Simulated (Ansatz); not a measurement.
# Profile along the Si–Si line in Si (diamond)

Si (diamond)

```xyz
2
Lattice="0.0000 2.7352 2.7352 2.7352 0.0000 2.7352 2.7352 2.7352 0.0000" Properties=species:S:1:pos:R:3 pbc="T T T"
Si     2.7352     2.7352     2.7352
Si     4.1027     4.1027     4.1027
```

Fields along a shortest Si–Si line of a {110} plane (2.37 Å), from Si to Si, interpolated on the slice's grid (step about 0.2 Å). Level of theory: PBE (plane waves to 420 eV, PAW, scalar-relativistic; Ansatz, a program for electronic structure). k mesh 10×10×10. Inside the PAW spheres the values are not all-electron values, and peaks at nuclei hang on which shells count as valence. Si was relaxed with its symmetry unable to fall.

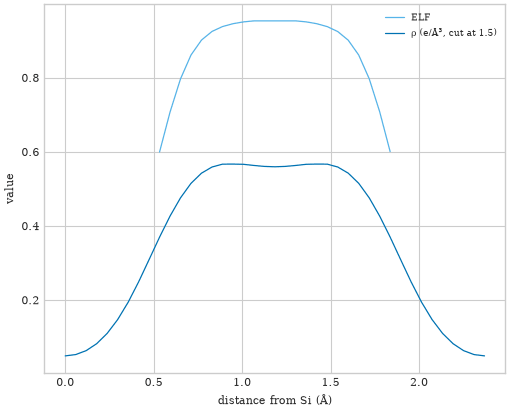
Fig. 1. ELF (away from the nuclei) and valence density from Si to Si.

Density on the Si–Si line (2.37 Å) at its midpoint: 0.56 e/Å³. ELF at that point: 1.0. ELF maximum in the middle third of the Si–Si line: 0.95, 1.2 Å from Si.
